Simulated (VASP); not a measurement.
Band structure of FeP2 (space group Pnnm). Computed with LDA (Ceperley-Alder, Perdew-Zunger), VASP's LDA PAW potentials (set 64) (plane waves; VASP).

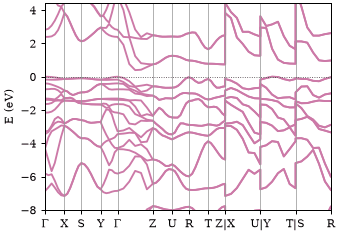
*Bands along high-symmetry lines, zero at the valence-band maximum or, without a gap, the Fermi level*

Question: Read the plot: is there a gap, and where are the band edges?

Answer: The gap is indirect, 0.40 eV, from the valence maximum at Y-T at 0.33 to the conduction minimum at Γ-Z at 0.50. (Edges off the drawn lines would not show.)

The structure comes from a computed database's FeP2 entry (Pnnm); how it stands against other phases isn't given here. It was relaxed first. The run is not spin-polarised, so no magnetic state was tried.
